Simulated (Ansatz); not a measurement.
# r2SCAN work function of a third face of Li from its PBE value

PBE and r2SCAN are run on the same slabs. If the two track each other from face to face, two faces calibrate the third.

Set-up. Ansatz 0.2.0, plane waves with PAW datasets (its set soft_2) at their recommended cutoffs; symmetric slabs of 7 layers (11 for bcc (111)) cut at the tabulated experimental lattice constant, atoms at bulk places, 18 Å of vacuum, k-spacing 0.16 Å⁻¹ (2π included), Fermi-Dirac smearing of 0.1 eV, SCF threshold 1e-9 eV. The work function is the vacuum level less the Fermi level.

```tsv
run	PBE (eV)	r2SCAN (eV)
Li(111)	2.887	2.861
Li(100)	3.036	?
Li(110)	3.254	3.257
```

**Question.** What value belongs in the row marked “?”, and how far can the other rows tell?

Two rows fix a line: slope = (3.257 − 2.861) / (3.254 − 2.887) = 1.0790, intercept −0.2541. At 3.036 it gives 1.0790 × 3.036 + (−0.2541) = 3.022 eV. Rounding of the rows alone allows about ±0.001 eV there; two rows can't show whether the line holds.

The run itself gives 3.028 eV: a miss of +0.006 eV. The plain offset, r2SCAN less PBE, runs from −0.026 to +0.003 eV over the three faces.

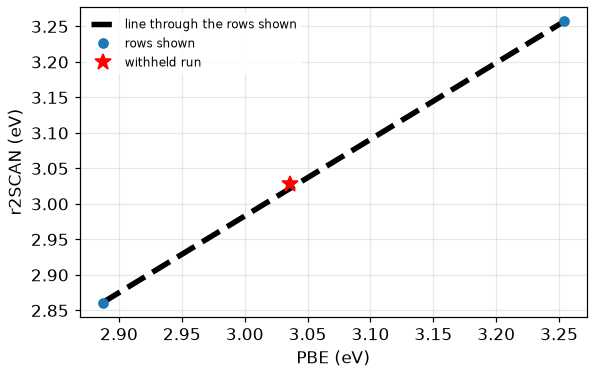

The fit and the withheld run.

**Limits.** Unrelaxed, unreconstructed faces at one geometry; neither value is a test against experiment.

[Logs are printed without paths, hosts, clocks, repeated set-up lines and the standing remarks that a program may print on its own settings, such as how far it seeks lower states.]
